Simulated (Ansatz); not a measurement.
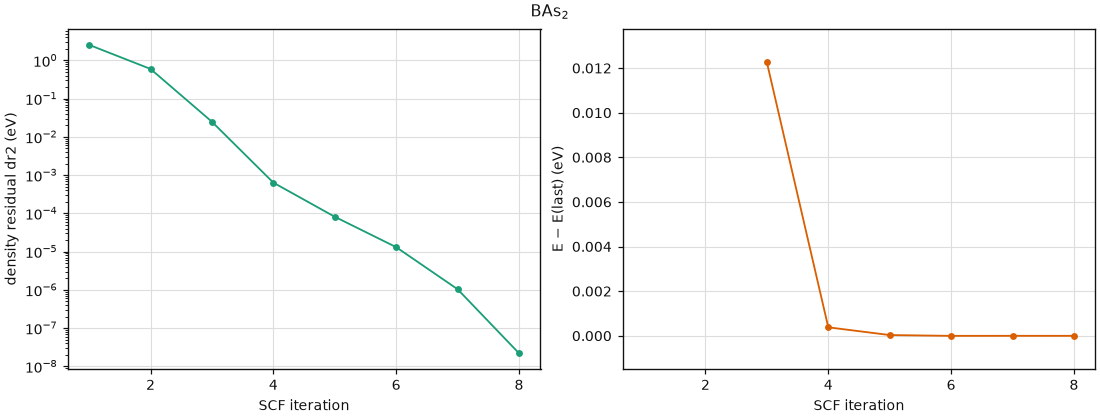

The plot shows the SCF iterations of a calculation: density residual dr2, Harris–Foulkes energy less its last value. The starting density is a sum of atomic densities corrected by a trained network. The first two energies lie far off the scale and aren't drawn.

BAs2 (3 atoms in the cell), run with Ansatz.

```
crystal:
  lattice:
    - [3.3289786864, 0.0, 0.0]
    - [-1.6644893432, 2.8829801111, 0.0]
    - [0.0, 0.0, 4.6938091542]
  atoms:
    - { symbol: B, position: [0.0, 0.0, 0.0] }
    - { symbol: As, position: [0.3333333333, 0.6666666667, 0.2584308738] }
    - { symbol: As, position: [0.6666666667, 0.3333333333, 0.7415691262] }
basis:
  ecutwfc: 420
kpoints:
  mp_grid: { grid: [1, 1, 1] }
hamiltonian:
  xc: pbe
scf:
  occupations: { method: gaussian, width: 0.1 }
  max_iter: 60
output:
  forces: true
  eigenvalues: true
  stress: true
```

Launched with:
```bash
ansatz run input.yaml --threads 1 --pin off --max-ram 2560MiB --backend cpu --events-out ev --progress --plain --runs-dir out
```

Q: Did the calculation converge?

A: Converged, in 8 iterations. The residual falls at every step. From the first spectrum the program read the system as an insulator and chose the Resta preconditioner.

Q: Is anything amiss with this input?

A: The input holds a fault (one k-point for a small cell). The SCF closed all the same, which doesn't make the results meaningful for the real system.
